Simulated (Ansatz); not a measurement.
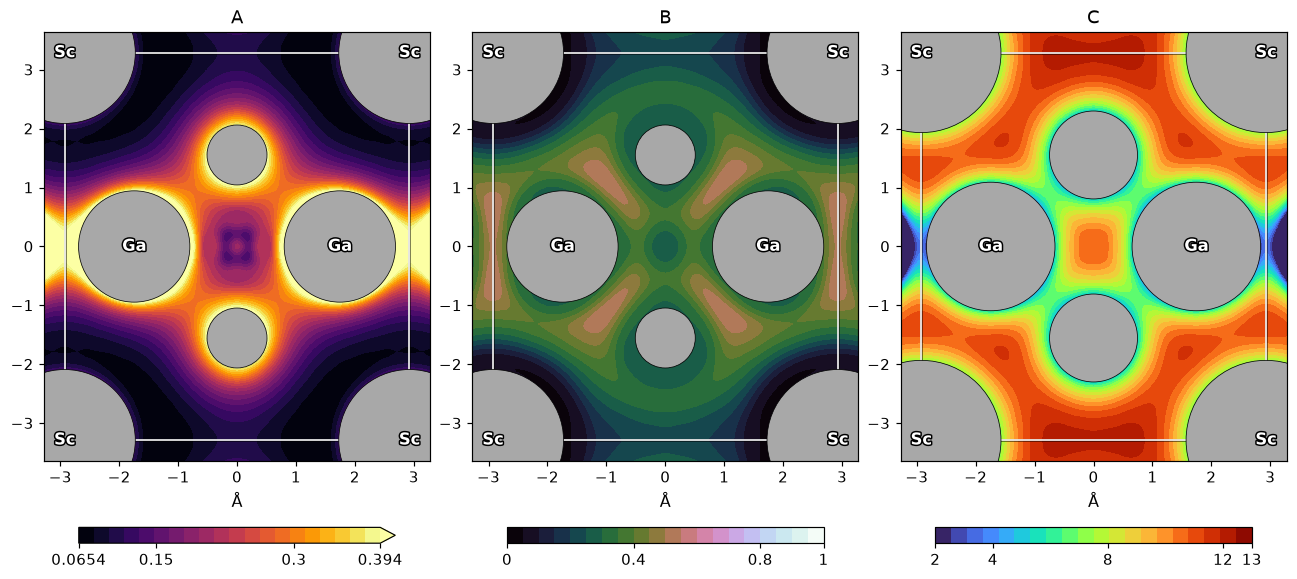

ScGa$_{4}$: 3 fields on the (011̄) plane of the conventional cell, with unlabelled colour scales. Grey discs cover the atomic cores.

Space group P4/mmm; a structure generated by program, which may or may not match a known phase; computed without spin polarisation.

Theory: Ansatz, DFT PBE, scalar-relativistic, plane waves, PAW.

> Match the panels to the quantities (electron localisation function, electrostatic potential energy of an electron and valence pseudo-density).

Panel A: valence pseudo-density. Panel B: electron localisation function. Panel C: electrostatic potential energy of an electron (low next to the atoms, rising into the space between them).
